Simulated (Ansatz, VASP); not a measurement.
# TiC: VASP beside Ansatz

Wanted: the spread between two codes on one cell, functional and k mesh. The cell comes out of the VASP series on this material, whose earlier steps may have relaxed, scaled or displaced it; both programs get it as it stands.

Method: plane waves, with VASP 6.6.1 beside it; band structure at LDA, in Ansatz 0.2.0.

### 1. The structure

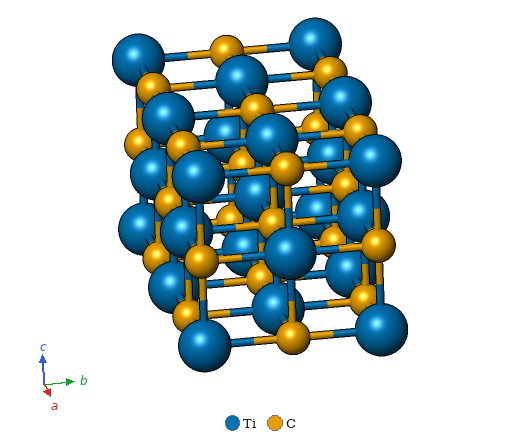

The starting structure, seen slightly off an axis (titanium blue, carbon orange). 2×1×1 cells are drawn. This picture shows the conventional cell, with its axes. Some periodic images of atoms are drawn too.

### 2. Ansatz: band structure, LDA

Ansatz runs on its default PAW (the set named soft_2) files.

Levels along a path test the potential and the projectors away from the mesh points.

File input.yaml:

```yaml
crystal:
  lattice:
    - [0.0, 2.1323194484, 2.1323194484]
    - [2.1323194484, 0.0, 2.1323194484]
    - [2.1323194484, 2.1323194484, 0.0]
  atoms:
    - { symbol: Ti, position: [0.0, 0.0, 0.0] }
    - { symbol: C, position: [0.5, 0.5, 0.5] }
hamiltonian:
  xc: lda
  pseudopotentials: { kind: paw }
kpoints:
  mp_grid: { grid: [9, 9, 9] }
  band_path:
    path:
      - [0.0, 0.0, 0.0]
      - [0.16667, 0.0, 0.16667]
      - [0.33333, 0.0, 0.33333]
      - [0.5, 0.0, 0.5]
      - [0.5, 0.08333, 0.58333]
      - [0.5, 0.18333, 0.68333]
      - [0.5, 0.25, 0.75]
      - [0.45, 0.3, 0.75]
      - [0.40833, 0.34167, 0.75]
      - [0.35, 0.35, 0.7]
      - [0.225, 0.225, 0.45]
      - [0.075, 0.075, 0.15]
      - [0.03333, 0.03333, 0.03333]
      - [0.23333, 0.23333, 0.23333]
      - [0.4, 0.4, 0.4]
      - [0.51667, 0.46667, 0.51667]
      - [0.55833, 0.38333, 0.55833]
      - [0.60833, 0.28333, 0.60833]
      - [0.60833, 0.25, 0.64167]
      - [0.55833, 0.25, 0.69167]
      - [0.51667, 0.25, 0.73333]
      - [0.5, 0.3, 0.7]
      - [0.5, 0.38333, 0.61667]
      - [0.5, 0.48333, 0.51667]
      - [0.475, 0.475, 0.55]
      - [0.425, 0.425, 0.65]
      - [0.38333, 0.38333, 0.73333]
      - [0.59167, 0.18333, 0.59167]
      - [0.55, 0.1, 0.55]
      - [0.5, 0.0, 0.5]
    npoints: 1
scf:
  occupations: { method: gaussian, width: 0.05 }
  n_extra_bands: 7
output:
  forces: true
  stress: true
  eigenvalues: true
```

Run with:

```
> ansatz run input.yaml --threads 2 --pin off --max-ram 4608MiB --backend cpu --events-out ev --progress --plain --runs-dir out
```

Numbers of over 12 decimals in the logs are rounded to 6 here.

The log of the run:

```text
scf.n_extra_bands = 7 over 8 filled bands (N_el = 16.0): the run solves 15 bands
Engine: ansatz 0.2.0, aarch64-unknown-linux-gnu
Pseudopotentials: kind: paw
Pseudopotential: Ti, paw, valence charge 12, recommended cutoff 420 eV (normal), Ti.paw.azcp
Pseudopotential: C, paw, valence charge 4, recommended cutoff 420 eV (normal), C.paw.azcp
Functional definition: SPW92
  exchange = slater_x
  correlation = pw_c
Crystal: 2 atoms, lattice volume = 19.390 Å³
Basis set: ecut = 420 eV, 339 PW (Γ)
Bands: 15, of which v1, the nominal top of the filled ones, is band 8 counted from 1 (7 counted from 0)
Symmetry: 48 space group operations
Space group: Fm-3m (ITA 225), of the structure as read, at distance tolerance 2.7e-5 Å
k-points: 35 of 729
Non-local potential: Ti, projectors of the file, l = 0: 3, l = 1: 2, l = 2: 3, l = 3: 1
Non-local potential: C, projectors of the file, l = 0: 2, l = 1: 2, l = 2: 1
PAW form: soft (Blöchl's): semilocal exchange-correlation on the pseudo side does not see the compensation charge
PAW frozen core: Ti, regenerated for the run's functional, and the local potential with it (the file was generated under x = pbe(κ = 0.804, μ = 0.219515), c = pbe(β = 0.066725))
PAW frozen core: C, regenerated for the run's functional, and the local potential with it (the file was generated under x = pbe(κ = 0.804, μ = 0.219515), c = pbe(β = 0.066725))
PAW one-centre angular grid: Ti, 590 points (default); XC on 64 Gauss nodes
PAW one-centre angular grid: C, 110 points (default); XC on 64 Gauss nodes
Initial density: superposition of atomic densities (neutral atoms: chi_scale 0, normalization atom), corrected by the library's trained network
Initial wavefunctions: pseudopotential atomic-orbital guess
Functional: x = slater, c = lda
SCF iter   1: F=—  HF=-2695.179240 eV  |F-HF|=—  |Δ(HF+E_count)|=         —  Δρ=1.02e-2  dr2=2.38e-2  ethr=1.77e-3  ⟨swp⟩=4.7  Hψ=2379  notcnv=0
preconditioner: auto → none  [insulator: Δε(μ)=0.147 eV  Ē_g=11.428 eV  σ=0.050 eV  W_gap=0.55  n_scr=8 (ndim 8)  ℏωp=23.9 eV  f_vac=0.000  D(μ)=0.69/eV (n_scr^D=0)  ε∞_Penn≈5.4]
SCF iter   2: F=—  HF=-2695.175791 eV  |F-HF|=—  |Δ(HF+E_count)|=   3.45e-3  Δρ=5.62e-3  dr2=7.65e-3  ethr=1.49e-4  ⟨swp⟩=2.0  Hψ=888  notcnv=0  defer=32
SCF iter   3: F=—  HF=-2695.174420 eV  |F-HF|=—  |Δ(HF+E_count)|=   1.37e-3  Δρ=5.54e-4  dr2=6.47e-5  ethr=4.78e-5  ⟨swp⟩=1.7  Hψ=505  notcnv=0  defer=32
SCF iter   4: F=—  HF=-2695.174402 eV  |F-HF|=—  |Δ(HF+E_count)|=   1.88e-5  Δρ=9.86e-5  dr2=5.73e-7  ethr=4.05e-7  ⟨swp⟩=2.2  Hψ=579  notcnv=0  defer=32
iter 5 did not close the SCF: its close was put off for the readings that it lacked (scf_convergence_deferred on its scf_iter line)
SCF iter   5: F=-2695.174402 eV  HF=-2695.174402 eV  |F-HF|=1.09e-8  |Δ(HF+E_count)|=   1.48e-7  Δρ=7.36e-6  dr2=1.18e-8  ethr=3.58e-9  ⟨swp⟩=2.0  Hψ=614  notcnv=0  defer=32
SCF iter   6: F=-2695.174402 eV  HF=-2695.174402 eV  |F-HF|=4.55e-12  |Δ(HF+E_count)|=   2.31e-9  Δρ=4.86e-7  dr2=2.14e-11  ethr=7.38e-11  ⟨swp⟩=4.8  Hψ=1909  notcnv=0
SCF 1 converged in 6 iterations: F = -2695.174402 eV  dr2 = 2.14e-11
  greatest PAW one-centre occupation: 0.999 electrons in one spin orbital (limit 2), on the Ti atom at site 0 (counted from 0), in its partial waves of l = 0
NSCF: frozen V_eff on 30 k-points
SCF converged after 6 iterations
Free energy (F): -2695.174402 eV
Harris-Foulkes:  -2695.174402 eV  (|F-HF|=4.55e-12)
Internal energy: -2695.173835 eV  (E = F + TS)
E sigma→0 (E₀):  -2695.174118 eV
Entropy (-TS):   -0.000567 eV (-0.284 meV/atom)
Fermi energy:    15.178960 eV
--- Per-component energies (eV) ---
  E_band       = -99.505203
  E_kinetic    = 364.792425
  E_local      = -752.171257  (includes V_loc(G=0)·N_el)
  E_nonlocal   = 37.132434
  E_hartree    = 306.266058
  E_xc         = -147.060316
  E_vxc        = -184.482094  (∫ρ·V_xc dr)
  E_paw        = -1089.434914  (= ΣΔE_a)
  E_vpaw       = -177.309051  (= ΣTr[D̂ρ^β])
  E_aug_tail   = 0.000148  (compensation charges beyond the density's cutoff)
  E_ewald      = -1415.087197
  E_core_change = 0.388783  (= ΣΔE_core)
  E_smearing   = -0.000567  (= −TS)
  E_closure    = 0.000000  (closes the sum)
  Σ components = -2695.174402   (vs F -2695.174402, Δ=0.00e0)
--- Forces (eV/Å), atoms counted from 1 ---
  atom   1  Ti    -0.00000000     0.00000000     0.00000000
  atom   2  C      0.00000000    -0.00000000    -0.00000000
  max |Σ_I F_I| component: 5.92e-30 eV/Å
--- Stress (GPa, compression-positive) ---
       -0.717332       0.000000      -0.000000
        0.000000      -0.717332       0.000000
       -0.000000       0.000000      -0.717332
  P = ⅓ Tr σ = -0.7173 GPa (-7.173 kbar)
--- Band table (eV; the first three rows and the last of 35) ---
  k-point 0: bands = [... 4 lower, 2.7546, 15.8414, 15.8414, 15.8414, 16.9434, 16.9434, 16.9434, 17.0132, ... 3 higher]
  k-point 1: bands = [... 4 lower, 3.0512, 14.7233, 15.0625, 15.0625, 16.2576, 16.2576, 17.4679, 18.9074, ... 3 higher]
  k-point 2: bands = [... 4 lower, 3.8805, 12.8667, 13.6875, 13.6875, 16.8188, 16.8188, 18.0284, 20.8863, ... 3 higher]
  k-point 34: bands = [... 4 lower, 5.7581, 11.5663, 12.1022, 12.6255, 17.7319, 18.3240, 19.0105, 20.5291, ... 3 higher]
```

Run time: 0.77 s. Hardware: 2 threads of Arm Neoverse V1, shared host; peak memory 0.27 GiB.

Reading the cycles: dr2 is the Hartree energy of the density residual (eV), the measure of convergence; HF is the Harris–Foulkes estimate of the energy, which meets the free energy F at convergence.

### 3. VASP: band structure, LDA

The same cell, functional (in two slightly different forms), mesh and smearing now go to VASP, with its own data sets and cutoff.

Lines of VASP's logs that name or quote its potential files are left out, and so is its time.

File INCAR:

```
SYSTEM = TiC
PREC = Accurate
ENCUT = 520
EDIFF = 1E-06
NELM = 100
ISMEAR = 0
SIGMA = 0.05
LREAL = .FALSE.
ALGO = Normal
GGA = CA
NBANDS = 20
LORBIT = 11
LWAVE = .FALSE.
LCHARG = .FALSE.
KPAR = 2
```

File POSCAR:

```
TiC
1.0
    0.0000000000      2.1323194484      2.1323194484
    2.1323194484      0.0000000000      2.1323194484
    2.1323194484      2.1323194484      0.0000000000
Ti C
1 1
Direct
    0.0000000000      0.0000000000      0.0000000000
    0.5000000000      0.5000000000      0.5000000000
```

File KPOINTS:

```
Automatic mesh
0
Gamma
9 9 9
0 0 0
```

File KPOINTS_OPT:

```
Line mode
16
Line-mode
Reciprocal
  0.00000000   0.00000000   0.00000000 GAMMA
  0.50000000   0.00000000   0.50000000 X

  0.50000000   0.00000000   0.50000000 X
  0.50000000   0.25000000   0.75000000 W

  0.50000000   0.25000000   0.75000000 W
  0.37500000   0.37500000   0.75000000 K

  0.37500000   0.37500000   0.75000000 K
  0.00000000   0.00000000   0.00000000 GAMMA

  0.00000000   0.00000000   0.00000000 GAMMA
  0.50000000   0.50000000   0.50000000 L

  0.50000000   0.50000000   0.50000000 L
  0.62500000   0.25000000   0.62500000 U

  0.62500000   0.25000000   0.62500000 U
  0.50000000   0.25000000   0.75000000 W

  0.50000000   0.25000000   0.75000000 W
  0.50000000   0.50000000   0.50000000 L

  0.50000000   0.50000000   0.50000000 L
  0.37500000   0.37500000   0.75000000 K

  0.62500000   0.25000000   0.62500000 U
  0.50000000   0.00000000   0.50000000 X
```

The projector-augmented-wave data sets are Ti_sv and C (LDA family, release 64).

Run with:

```
> mpirun -np 2 vasp_std
```

The log of the run:

```text
[banner, memory and clock lines left out]
running    2 mpi-ranks, on    1 nodes
 distrk:  each k-point on    1 cores,    2 groups
 distr:  one band on    1 cores,    1 groups

 POSCAR found type information on POSCAR TiC
 POSCAR found :  2 types and       2 ions
 LDA part: xc-table for (Slater(with rela. corr.)+CA(PZ))
 , standard interpolation
 POSCAR, INCAR and KPOINTS ok, starting setup
 FFT: planning ... GRIDC
 FFT: planning ... GRID_SOFT
 FFT: planning ... GRID
 WAVECAR not read
 entering main loop
       N       E                     dE             d eps       ncg     rms          rms(c)
DAV:   1     0.120722697009E+03    0.12072E+03   -0.68570E+03  1408   0.958E+02
DAV:   2    -0.187851441215E+02   -0.13951E+03   -0.12907E+03  1444   0.274E+02
DAV:   3    -0.258229944078E+02   -0.70379E+01   -0.69282E+01  1684   0.619E+01
DAV:   4    -0.259797766724E+02   -0.15678E+00   -0.15653E+00  1596   0.883E+00
DAV:   5    -0.259823344850E+02   -0.25578E-02   -0.25578E-02  1684   0.105E+00    0.189E+01
DAV:   6    -0.212231086724E+02    0.47592E+01   -0.46617E+00  1860   0.424E+01    0.705E+00
DAV:   7    -0.205790615568E+02    0.64405E+00   -0.12025E+00  1712   0.155E+01    0.526E+00
DAV:   8    -0.205407916837E+02    0.38270E-01   -0.12274E-01  1784   0.346E+00    0.260E+00
DAV:   9    -0.205404992517E+02    0.29243E-03   -0.45319E-02  1884   0.191E+00    0.796E-01
DAV:  10    -0.205392502436E+02    0.12490E-02   -0.46367E-03  1488   0.741E-01    0.658E-01
DAV:  11    -0.205370546528E+02    0.21956E-02   -0.16210E-03  1608   0.659E-01    0.167E-01
DAV:  12    -0.205369476895E+02    0.10696E-03   -0.19072E-04  1820   0.144E-01    0.464E-02
DAV:  13    -0.205369423511E+02    0.53383E-05   -0.17035E-05  1516   0.415E-02    0.253E-02
DAV:  14    -0.205369405115E+02    0.18396E-05   -0.33852E-06  1532   0.259E-02    0.400E-03
DAV:  15    -0.205369404587E+02    0.52870E-07   -0.38040E-07  1000   0.487E-03
   1 F= -.20536940E+02 E0= -.20536640E+02  d E =-.601280E-03
 Start KPOINTS_OPT (optional k-point list driver)
k-point batch [1-35\160]
       N       E                     dE             ncg
DAV:   1    -0.143202640872E+04   -0.22314E+05     1416
DAV:   2    -0.608546402867E+04   -0.46534E+04     1436
DAV:   3    -0.632183888197E+04   -0.23637E+03     1784
DAV:   4    -0.632674899232E+04   -0.49101E+01     1556
DAV:   5    -0.632681097906E+04   -0.61987E-01     1616
DAV:   6    -0.632681198068E+04   -0.10016E-02     1700
DAV:   7    -0.632681200048E+04   -0.19795E-04     1628
DAV:   8    -0.632681200086E+04   -0.38738E-06     1372
[...]
k-point batch [141-160\160]
       N       E                     dE             ncg
DAV:   1     0.991475000680E+04   -0.16198E+05      808
DAV:   2     0.720949894607E+04   -0.27053E+04      860
DAV:   3     0.707527287677E+04   -0.13423E+03     1068
DAV:   4     0.707286844744E+04   -0.24044E+01      908
DAV:   5     0.707284401302E+04   -0.24434E-01      980
DAV:   6     0.707284362582E+04   -0.38720E-03      964
DAV:   7     0.707284361809E+04   -0.77233E-05     1000
DAV:   8     0.707284361795E+04   -0.14473E-06      800
```

From OUTCAR (step 3):

```text
ion  position               nearest neighbor table
   1  0.000  0.000  0.000-   2 2.13   2 2.13   2 2.13   2 2.13   2 2.13   2 2.13
   2  0.500  0.500  0.500-   1 2.13   1 2.13   1 2.13   1 2.13   1 2.13   1 2.13

  LATTYP: Found a face centered cubic cell.
 ALAT       =     4.2646388968

 Subroutine GETGRP returns: Found 48 space group operations
 (whereof 48 operations were pure point group operations)

The static configuration has the point symmetry O_h .

 Found     35 irreducible k-points:

   k-points           NKPTS =     35   k-points in BZ     NKDIM =     35   number of bands    NBANDS=     20

   dimension x,y,z NGX =    24 NGY =   24 NGZ =   24
   dimension x,y,z NGXF=    48 NGYF=   48 NGZF=   48

   ENCUT  =  520.0 eV  38.22 Ry    6.18 a.u.   5.61  5.61  5.61*2*pi/ulx,y,z

   NELECT =      16.0000    total number of electrons

 k-points in reciprocal lattice and weights: Automatic mesh
   0.00000000  0.00000000  0.00000000       0.001
   0.11111111  0.00000000  0.00000000       0.011
   0.22222222  0.00000000  0.00000000       0.011
   0.33333333  0.00000000  0.00000000       0.011
   0.44444444  0.00000000  0.00000000       0.011
   0.11111111  0.11111111  0.00000000       0.008
   0.22222222  0.11111111  0.00000000       0.033
   0.33333333  0.11111111  0.00000000       0.033
   0.44444444  0.11111111  0.00000000       0.033
[...]
-0.33333333  0.44444444  0.11111111       0.033
  -0.33333333  0.44444444  0.22222222       0.033

 average (electrostatic) potential at core
       1 -70.4938       2 -48.1730

 E-fermi :   9.7851

 k-point     1 :       0.0000    0.0000    0.0000
  band No.  band energies     occupation
      1     -45.9543      2.00000
      2     -22.3322      2.00000
      3     -22.3322      2.00000
      4     -22.3322      2.00000
      5      -2.6246      2.00000
      6      10.4390      0.00000
      7      10.4390      0.00000
      8      10.4390      0.00000
      9      11.5472      0.00000
     10      11.5472      0.00000
    ...

 k-point     2 :       0.1111    0.0000    0.0000
  band No.  band energies     occupation
    ...
      4     -22.3390      2.00000
      5      -2.3291      2.00000
      6       9.3259      2.00000
      7       9.6641      1.99938
      8       9.6641      1.99938
      9      10.8546      0.00000
     10      10.8546      0.00000
     11      12.0695      0.00000
     12      13.5040      0.00000
     13      13.5040      0.00000
    ...

 k-point     3 :       0.2222    0.0000    0.0000
  band No.  band energies     occupation
    ...
      4     -22.3562      2.00000
      5      -1.5025      2.00000
      6       7.4724      2.00000
      7       8.2918      2.00000
      8       8.2918      2.00000
      9      11.4150      0.00000
     10      11.4150      0.00000
     11      12.6278      0.00000
     12      15.4821      0.00000
     13      15.4821      0.00000
    ...

  Total       -0.0041523     -0.0041523     -0.0041523      0.0000000      0.0000000      0.0000000
  in kB       -0.3430899     -0.3430899     -0.3430899      0.0000000      0.0000000      0.0000000
  external PRESSURE =      -0.3430899 kB  Pullay stress =       0.0000000 kB

  energy-cutoff  :      520.00
  volume of cell :       19.39
      direct lattice vectors                 reciprocal lattice vectors
     0.000000000  2.132319448  2.132319448    -0.234486442  0.234486442  0.234486442
     2.132319448  0.000000000  2.132319448     0.234486442 -0.234486442  0.234486442
     2.132319448  2.132319448  0.000000000     0.234486442  0.234486442 -0.234486442

 POSITION                                       TOTAL-FORCE (eV/Angst)
 -----------------------------------------------------------------------------------
      0.00000      0.00000      0.00000         0.000000      0.000000      0.000000
      2.13232      2.13232      2.13232        -0.000000     -0.000000     -0.000000
 -----------------------------------------------------------------------------------
    total drift:                                0.000000     -0.000000     -0.000000

  FREE ENERGIE OF THE ION-ELECTRON SYSTEM (eV)
  ---------------------------------------------------
  free  energy   TOTEN  =       -20.5369404587 eV

  energy  without entropy=      -20.5363391782  energy(sigma->0) =      -20.53663982

 total charge
# of ion       s       p       d       tot
------------------------------------------
    1        2.211   6.275   2.040  10.526
    2        0.892   1.528   0.000   2.420
--------------------------------------------------
tot          3.103   7.803   2.040  12.946

[... 3 further parts left out ...]
```

The run ends at a pressure of -0.03 GPa.

### 4. Comparison

Known differences besides the PAW data sets themselves: the two LDA forms differ slightly; the cutoff is 420 eV in Ansatz and 520 eV in VASP; Ansatz makes its cores anew for this functional, VASP keeps those of its LDA data sets. Total energies have different zeros and are not compared.

The two programs side by side:

```tsv
quantity	Ansatz	VASP	difference
pressure (GPa)	-0.72	-0.03	-0.68
```

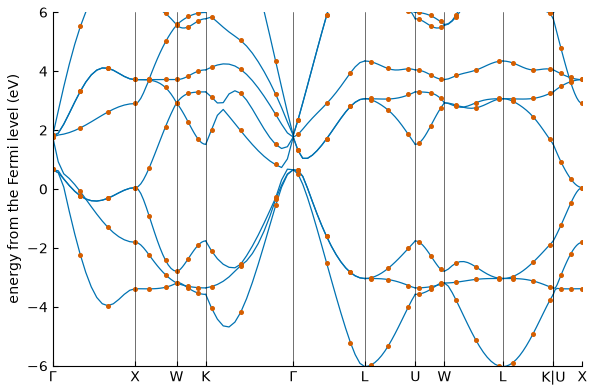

Bands from VASP (lines) and levels from Ansatz (dots). Dots without a line are higher empty bands that the VASP plot leaves out.

Levels from 3 eV below to 2 eV above the Fermi level differ by 5 meV r.m.s. and 14 meV at most; each VASP level is matched to the nearest of Ansatz, which flatters the figure a little. Ansatz's pressure holds a Pulay correction of 0.36 GPa; VASP's holds none.

### 5. What came out

| Item | Value |
| --- | --- |
| r.m.s. difference of levels near the Fermi level (band structure, LDA) | 5.2 meV |
| difference in pressure (band structure, LDA) | -0.68 GPa |

**Reading.** The difference in pressure is -0.68 GPa (band structure, LDA), within the 1 GPa picked in this series as the mark of a large difference. 1 further run on this material is not shown. Differences of this kind measure data sets and numerical settings, not the functional's error against experiment.

[Lines on the potential files, build, host, timing and source positions are cut from VASP's logs without a mark.]

[Logs are printed without paths, hosts, clocks, repeated set-up lines and the standing remarks that a program may print on its own settings, such as how far it seeks lower states.]

[Hosts, paths, dates, database ids (printed as entryN), source tags and the programs' standing remarks are cut or masked in the printed files.]
